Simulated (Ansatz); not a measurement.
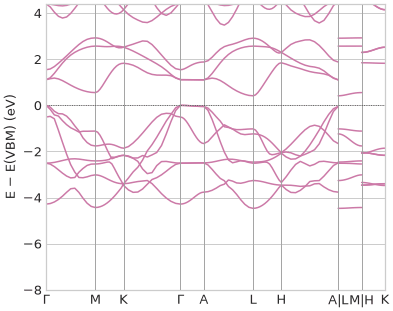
Figure. Band structure from PBE in the plane-wave PAW code Ansatz

### Question
Read off the gap and where the band edges lie.

### Answer
About 0.4 eV (0.41 eV by a search for the band edges); maximum at Γ, minimum at L.

The material is ZrSe2 (CdI2 type, P-3m1).

The cell was relaxed with PBE under the symmetry of its start. No spin polarisation was allowed. A crystal of weakly bound layers computed without a dispersion correction: the cell and the soft elastic constants depend strongly on that. Spin–orbit coupling is left out wherever it is not named.

Potentials: the earlier of the program's two PAW sets.
